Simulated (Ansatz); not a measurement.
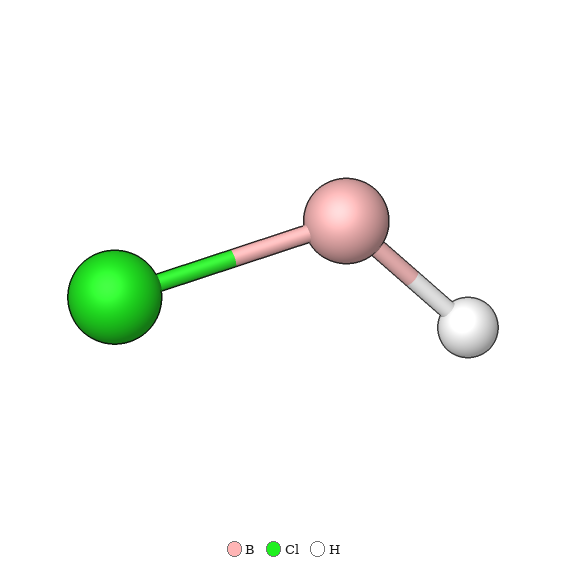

The species is neutral and a spin doublet. Geometry: moved along internal coordinates away from the minimum. Level of theory: UHF-CCSD(T), frozen core/def2-TZVPP (Ansatz 0.2.0).

Computed properties:

The species is BClH (`[BH]Cl`).
- ⟨S²⟩ of the determinant: 0.755
- T1 diagnostic: 0.016
